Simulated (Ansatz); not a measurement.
Consider Al₂H₄KO₅ (charge +1).

```yaml
atoms:
  - { symbol: K, position_ang: [1.5866, -0.8801, -2.4640] }
  - { symbol: O, position_ang: [-0.9629, 3.3768, 0.7497] }
  - { symbol: Al, position_ang: [-0.4616, 1.8565, 0.2961] }
  - { symbol: O, position_ang: [0.4238, 1.7222, -1.1745] }
  - { symbol: O, position_ang: [-0.6664, 0.3697, 1.0350] }
  - { symbol: Al, position_ang: [-0.5878, -1.2745, 1.3332] }
  - { symbol: O, position_ang: [0.2707, -2.1077, 0.0950] }
  - { symbol: O, position_ang: [-1.1877, -2.1834, 2.5911] }
  - { symbol: H, position_ang: [-1.4567, 3.6682, 1.5126] }
  - { symbol: H, position_ang: [0.5807, 2.5379, -1.6565] }
  - { symbol: H, position_ang: [0.3570, -3.0586, 0.1985] }
  - { symbol: H, position_ang: [-1.6831, -1.9259, 3.3651] }
```

Geometry: rigid move from PBE0-D4/def2-TZVP.

Level of theory: RKS PBE0-D4/def2-TZVPPD (Ansatz 0.2.0).

> What can the converged electron density and electron localisation function tell about the bonding?

Al–O (1.66 Å): the density is about 0.98 e/Å³ at the midpoint; the ELF peaks at about 0.85 in the valence shell of O, 0.6 Å from its nucleus, and is about 0.45 at the midpoint.
K–O (3.13 Å): the density is about 0.04 e/Å³ at the midpoint; the ELF is about 0 at the midpoint (an ionic contact with no shared pair).
O–H (0.95 Å): ρ is about 3.8 e/Å³ halfway; the ELF climbs to about 1 towards the hydrogen, as it does in any bond to H (an ordinary covalent bond to hydrogen).
Al–O (1.72 Å): the density is about 0.87 e/Å³ at the midpoint; the ELF peaks at about 0.90 in the valence shell of O, 0.6 Å from its nucleus, and is about 0.55 at the midpoint.

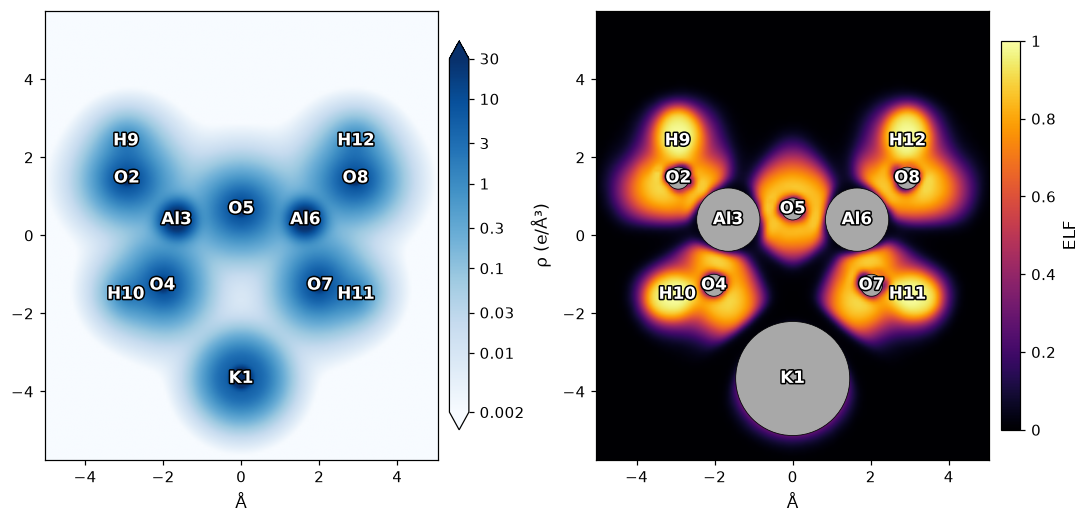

Computed electron density and electron localisation function on the molecular plane, in this order. Grey discs cover the atomic cores in the ELF map. 
